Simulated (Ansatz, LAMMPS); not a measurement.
# Glassy 84P2O5-16Fe2O3 (mol %) (127 atoms): geometry optimisation, part 2 of 2

Wanted: the relaxed structure of glassy 84P2O5-16Fe2O3 (mol %) (127 atoms) and its electronic structure.

Ansatz 0.2.0; Kohn-Sham DFT, LDA, PAW (set soft_2), plane waves.

The cell: 32 P, 6 Fe and 89 O. The quench rate of 10 K/ps far exceeds what a furnace or splat quench reaches. The starting topology of bonds comes from the classical model. Without a Hubbard term or exact exchange, open shells on Fe are likely too delocalised. Only the Γ point is sampled, in a cell whose shortest periodic width is 12 Å.

So far, density (g/cm³): step 4 (local order after relaxation) 2.83.

**5. Single point at the relaxed geometry**

One more single point at the end of the walk gives the fuller output and checks the residual forces.

input.yaml

```yaml
crystal:
  lattice:
    - [11.72899, 0.0, 0.0]
    - [0.0, 11.72899, 0.0]
    - [0.0, 0.0, 11.72899]
  atoms:
    - { symbol: P, position: [0.8529, 0.86939, 0.75626] }
    - { symbol: P, position: [0.21321, 0.97281, 0.82061] }
    - { symbol: P, position: [0.28823, 0.17998, 0.49574] }
    - { symbol: P, position: [0.06378, 0.16633, 0.8029] }
    [... 117 atom lines left out ...]
    - { symbol: O, position: [0.82295, 0.96458, 0.83597] }
    - { symbol: O, position: [0.09195, 0.03817, 0.11403] }
    - { symbol: O, position: [0.68794, 0.38447, 0.20538] }
    - { symbol: O, position: [0.53799, 0.94854, 0.00566] }
    - { symbol: O, position: [0.24865, 0.8534, 0.49015] }
    - { symbol: O, position: [0.9009, 0.92346, 0.64276] }
magnetization:
  spin_polarized: true
kpoints:
  mp_grid: { grid: [1, 1, 1] }
hamiltonian:
  xc: lda
scf:
  occupations: { method: gaussian, width: 0.05 }
  lower_state_search: "off"
output:
  forces: true
  stress: true
  populations: true
  dos:
    method: { smearing: { sigma: 0.15 } }
    de: 0.1
    projected: { site_lists: { Fe: [Fe], O: [O], P: [P] } }
  eigenvalues: true
  write_density: true
  write_potential: true
  volumetric_format: npy
  elf: true
```

The run is started by

```console
ansatz run input.yaml --threads 8 --pin off --max-ram 15872MiB --backend cpu --events-out ev --progress --plain --runs-dir out
```

It took 88 s on 8 threads of Arm Neoverse V1, shared host; peak memory 4.1 GiB; 11 min of CPU time.

Read from the output:

* free energy: -99186.9330 eV
* free energy per atom: -780.9995 eV/atom
* SCF cycles: 28
* pressure: -2.558 GPa
* r.m.s. force component: 0.01281 eV/Å
* longest force: 0.06316 eV/Å
* Fermi energy: 4.221 eV
* gap (highest filled to lowest empty level): 0.5799 eV
* total moment: -20 μB
* absolute moment: 29.87 μB
* spilling of the projection: 0.01663

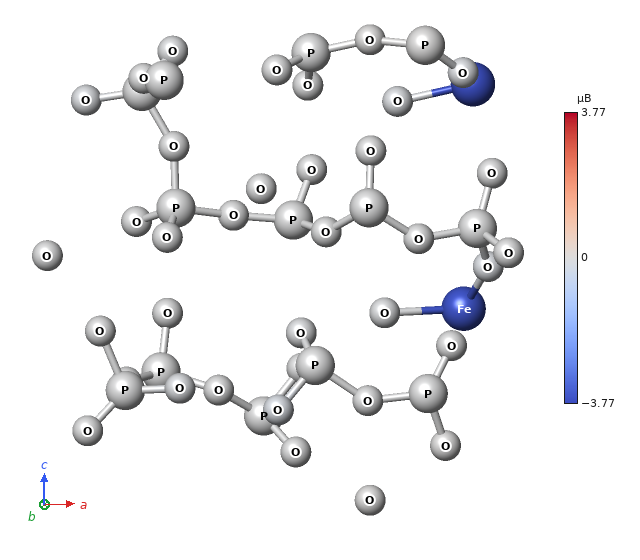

Atoms coloured by their magnetic moment. Drawn is a slice 4 Å thick, seen along the normal of the ac plane. Bonds to atoms that aren't drawn are left out.

Magnetic moments by element and coordination:

| element | coordination | atoms | mean moment (μB) | spread | least | most |
| --- | --- | --- | --- | --- | --- | --- |
| Fe | all | 6 | -2.39 | 2.76 | -3.66 | 3.77 |
| Fe | 5 | 4 | -3.62 | 0.0361 | -3.66 | -3.58 |
| Fe | 6 | 2 | 0.0545 | 3.72 | -3.66 | 3.77 |
| O | all | 89 | -0.0278 | 0.0551 | -0.186 | 0.110 |
| O | 1 | 17 | -0.0125 | 0.0155 | -0.0483 | 0.0144 |
| O | 2 | 72 | -0.0314 | 0.0602 | -0.186 | 0.110 |
| P | all | 32 | -0.0026 | 0.0031 | -0.0087 | 0.0037 |
| P | 4 | 31 | -0.0025 | 0.0031 | -0.0087 | 0.0037 |
| P | 5 | 1 | -0.0051 | 0 | -0.0051 | -0.0051 |

States in the cell by windows of 1 eV, zero at the Fermi level; the larger projections on atomic orbitals stand beside the total:

| from (eV) | to (eV) | total up | total down | O p | P p | Fe d | O s |
| --- | --- | --- | --- | --- | --- | --- | --- |
| -18 | -17 | 2.9 | 1.8 | 0.2 | 1.0 | 0.0 | 3.3 |
| -17 | -16 | 0.0 | 0.0 | 0.0 | 0.0 | 0.0 | 0.0 |
| -16 | -15 | 0.1 | 0.1 | 0.1 | 0.0 | 0.0 | 0.0 |
| -15 | -14 | 3.2 | 3.3 | 3.8 | 0.9 | 0.0 | 0.8 |
| -14 | -13 | 3.8 | 3.7 | 4.4 | 1.1 | 0.0 | 0.9 |
| -13 | -12 | 7.6 | 7.7 | 9.3 | 2.5 | 0.0 | 1.5 |
| -12 | -11 | 7.2 | 7.3 | 9.3 | 2.8 | 0.0 | 1.1 |
| -11 | -10 | 11.1 | 11.2 | 14.9 | 5.0 | 0.1 | 1.0 |
| -10 | -9 | 5.9 | 5.8 | 8.0 | 2.8 | 0.1 | 0.3 |
| -9 | -8 | 7.4 | 11.9 | 12.7 | 2.0 | 1.4 | 1.5 |
| -8 | -7 | 21.6 | 20.5 | 29.3 | 4.1 | 2.9 | 4.1 |
| -7 | -6 | 29.6 | 28.8 | 45.9 | 4.5 | 2.0 | 4.2 |
| -6 | -5 | 32.7 | 34.9 | 54.2 | 3.4 | 4.6 | 3.4 |
| -5 | -4 | 35.2 | 39.5 | 60.2 | 2.7 | 7.0 | 2.8 |
| -4 | -3 | 37.7 | 38.0 | 63.9 | 2.7 | 5.0 | 2.2 |
| -3 | -2 | 40.2 | 42.1 | 70.8 | 2.4 | 6.0 | 1.1 |
| -2 | -1 | 26.5 | 29.9 | 49.1 | 1.2 | 4.3 | 0.6 |
| -1 | 0 | 2.2 | 7.4 | 6.6 | 0.1 | 2.3 | 0.3 |
| 0 | 1 | 14.4 | 3.0 | 2.7 | 0.2 | 14.0 | 0.2 |
| 1 | 2 | 6.4 | 1.9 | 1.4 | 0.1 | 6.1 | 0.4 |
| 2 | 3 | 4.2 | 0.2 | 0.8 | 0.1 | 2.9 | 0.4 |
| 3 | 4 | 1.9 | 1.8 | 0.5 | 0.5 | 0.1 | 0.8 |
| 4 | 5 | 5.9 | 6.2 | 1.9 | 2.6 | 0.1 | 2.2 |

Between -26 and -18 eV lie 173 more states.

About 48 of the 790 electrons lie in deeper levels, below the stored range.

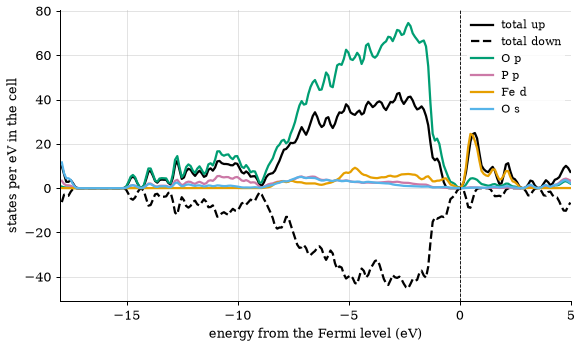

Total and projected density of states, with the broadening of the input. Down spins are drawn downwards.

The levels nearest the highest filled one (over half full), pooled over k-points and spins:

| level less the highest filled one (eV) | occupation |
| --- | --- |
| -0.546 | 1 |
| -0.449 | 1 |
| -0.374 | 1 |
| -0.310 | 1 |
| -0.260 | 1 |
| 0 | 1 |
| 0.580 | 0 |
| 0.670 | 0 |
| 0.708 | 0 |
| 0.723 | 0 |
| 0.742 | 0 |
| 0.767 | 0 |

The cell holds a total moment of -20 μB, from site moments of up to 3.8 μB that point both ways; no search proves this magnetic order the lowest. The largest share in the top eV of filled states is O p (77 % of the projected weight), and in the lowest eV of empty states Fe d (81 % of the projected weight).

**6. Summary of results**

* energy change in the relaxation: -87.74 meV/atom
* r.m.s. displacement: 0.477 Å
* largest displacement: 0.998 Å
* free energy per atom: -780.9995 eV/atom
* pressure: -2.558 GPa
* r.m.s. force component: 0.01281 eV/Å
* gap (highest filled to lowest empty level): 0.5799 eV
* wall time of the 3 DFT runs: 14 min

In words: Relaxation lowers the energy by 87.7 meV/atom and moves atoms by 0.48 Å r.m.s.; the r.m.s. force component goes from 1.2 to 0.013 eV/Å, the pressure goes from -5.3 to -2.6 GPa. By the final cutoffs 5 of 165 bonded pairs parted and 1 joined. First to last step the energy falls by 11.143 eV; the largest move, 1.00 Å, is that of O107. The O-Fe bonds change most in mean length: from 2.048 Å (spread 0.104) to 1.956 Å (spread 0.078), and their number from 33 to 32. With the cutoffs above, 67 % of Fe atoms have 5, 81 % of O atoms have 2 and 97 % of P atoms have 4 bonded neighbours. Counting bonds to P alone, not to Fe, 45 % of the oxygens join two of these atoms and 55 % one. Filled and empty levels are parted by 0.580 eV (at Γ alone); a local or semilocal functional tends to put such gaps too low. In a disordered cell it changes from sample to sample, and tail or defect levels can set it. The cell holds a total moment of -20 μB, from site moments of up to 3.8 μB that point both ways; no search proves this magnetic order the lowest.

**Limits.** In the spin-polarised runs the search for a state of lower energy was switched off. The network of bonds at the start is that of the classical potential that made the cell; in DFT 5 of its 165 bonded pairs passed out of the cutoffs and 1 came within them. The run was spin polarised, started with 1 moments up and 5 down in a pattern of our own, ending at -20.0 μB in the cell; that starting order needn't be the real material's, and it bears on forces, charges and levels. With open d shells in the cell, the gap can be one between d levels of these ions, not the gap of the host. The pressure of -2.6 GPa says that the cell would shrink at this level of theory.

[Logs are printed without paths, hosts, clocks, repeated set-up lines and the standing remarks that a program may print on its own settings, such as how far it seeks lower states.]

[Hosts, paths, dates, database ids (printed as entryN), source tags and the programs' standing remarks are cut or masked in the printed files.]
